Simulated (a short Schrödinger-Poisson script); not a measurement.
System: MOS inversion layer, SiO2 on p-type GaAs, at 150 K.

```csv
layer,material,thickness (nm),Na (cm⁻³)
1,SiO2,2.7,-
2,GaAs,1500,1.1e17
```

The device is made up for the run: typed textbook-type constants, with dimensions and the other settings drawn at random. SiO2: permittivity 3.9, conduction-band edge (eV) 3.17, gap (eV) 9, electron mass (mₑ) 0.5. GaAs: permittivity 12.9, conduction-band edge (eV) 0, gap (eV) 1.424, Nv at 300 K (cm⁻³) 9e18.

Channel valleys (confinement mass, in-plane density-of-states mass, number): Γ 0.067, 0.067, 1. At the gate the conduction-band edge of layer 1 lies 3.45 eV − eVg above the Fermi level of the channel; the field vanishes at the back. Gaps are held at their typed values at every temperature. Mesh 0.03 nm at interfaces.

From a short Schrödinger-Poisson script (our own, NumPy): 1D Poisson equation in equilibrium, electrons quantum, Hartree (BenDaniel-Duke, 12 states a valley, the channel's in-plane mass for all, wave functions free to enter the dielectric), parabolic valleys, classical holes, full ionisation, no traps, pinning or gate leakage.

Only gate voltages with over 1e8 electrons/cm² are shown.

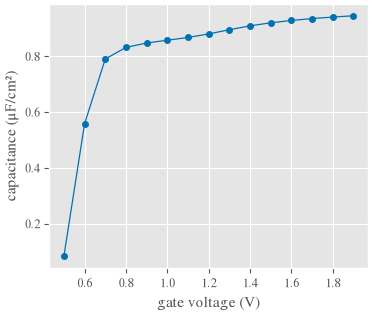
Figure. Quasi-static capacitance against gate voltage

| Vg (V) | electrons (cm⁻²) | C (μF/cm²) | Γ E0 (meV) | Γ E1 (meV) |
|---|---|---|---|---|
| 0.5 | 3.80e8 | 0.0835 | 88.6 | 195.6 |
| 0.7 | 5.42e11 | 0.790 | -16.1 | 98.1 |
| 0.9 | 1.56e12 | 0.847 | -55.6 | 67.1 |
| 1.1 | 2.62e12 | 0.867 | -92.9 | 38.0 |
| 1.3 | 3.71e12 | 0.895 | -128.2 | 12.3 |
| 1.5 | 4.83e12 | 0.920 | -159.9 | -6.8 |
| 1.7 | 5.99e12 | 0.935 | -189.5 | -22.3 |
| 1.9 | 7.16e12 | 0.945 | -218.4 | -36.6 |

Subbands count from the Fermi level.

Above a few 1e12 electrons/cm² a light Γ valley is non-parabolic and upper valleys begin to fill, which the model leaves out.
